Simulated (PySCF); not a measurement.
```xyz
14

O     3.1444   -0.0949   -0.6215
C     2.2767   -0.6242    0.0245
C     0.8500   -0.2243   -0.0026
C     0.4310    0.8170   -0.8392
C    -0.9080    1.1898   -0.8546
C    -1.8332    0.5333   -0.0404
C    -1.3989   -0.4984    0.7846
F    -2.2795   -1.1237    1.5620
C    -0.0676   -0.8902    0.8148
H     2.5056   -1.4792    0.7114
H     1.1763    1.3138   -1.4634
H    -1.2455    2.0004   -1.5042
H    -2.8893    0.8092   -0.0339
H     0.2434   -1.7050    1.4733
```

Geometry: PBE0-D3(BJ)/def2-SVP.

Level of theory: wB97X-D/pcSseg-1, SCF density, in a chloroform solvent model, non-relativistic in PySCF 2.14.0.

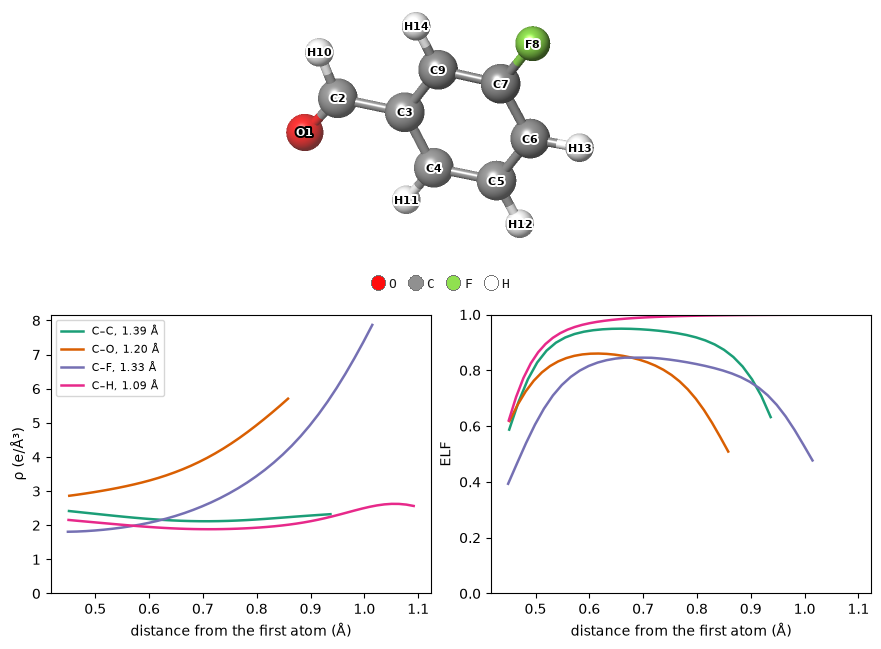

C₇H₅FO (SMILES O=Cc1cccc(F)c1). Total electron density and ELF along straight lines between neighbouring atoms. The curves leave out the atomic cores. The structure is drawn too.

Question: Compare the contacts.

Answer: C–C (1.39 Å): the density is about 2.1 e/Å³ at the midpoint; the ELF peaks at about 0.95 between the atoms: localised, covalent bonding.
C–O (1.20 Å): the density is about 3.3 e/Å³ at the midpoint; the ELF peaks at about 0.85 between the atoms: a multiple bond.
C–F (1.33 Å): ρ is about 2.4 e/Å³ halfway; the ELF peaks at about 0.85 between the atoms; a polar covalent bond.
C–H (1.09 Å): ρ at the midpoint is about 2 e/Å³; the ELF climbs to about 1 towards the hydrogen, as it does in any bond to H: a covalent bond by its length.
